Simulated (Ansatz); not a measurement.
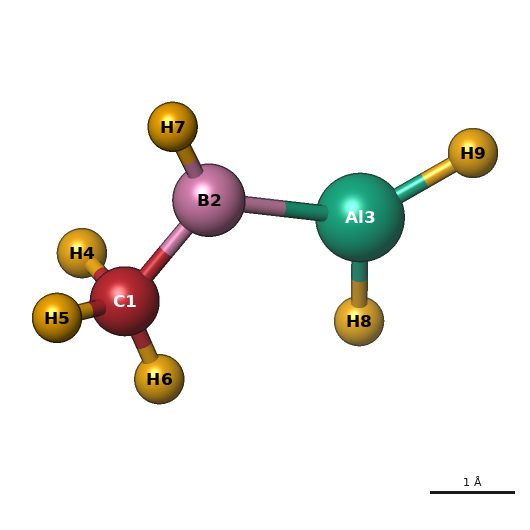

Source: calculation with Ansatz.

Geometry: a frame of the PBE0-D4/def2-SVP trajectory.

Describe the coordination of atom 2.

B2 has 3 neighbours (C1 at 1.59, Al3 at 2.18, H7 at 1.16 Å); the arrangement is trigonal planar.

What is the geometry at Al3?

Al3 has 3 neighbours (B2 at 2.18, H8 at 1.60, H9 at 1.55 Å); the arrangement is trigonal planar.
